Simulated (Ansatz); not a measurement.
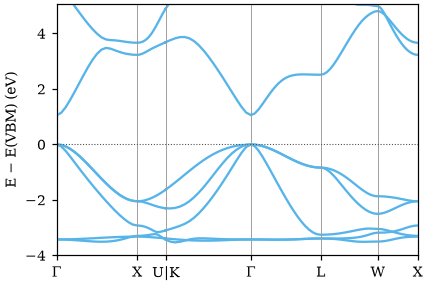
Figure. Band structure from plane-wave PAW LDA (Ansatz code)

Q: Read off the gap and where the band edges lie.

A: About 1.1 eV (1.06 eV by a search for the band edges); maximum at Γ, minimum at Γ.

The material is AgI (zinc blende, F-43m).

The cell was relaxed with LDA under the symmetry of its start; phonons on a q-mesh show no instability. The run is not spin-polarised. Scalar-relativistic: spin–orbit coupling is off unless named, which matters more the heavier the elements.

Potentials: the later of the program's two PAW sets.
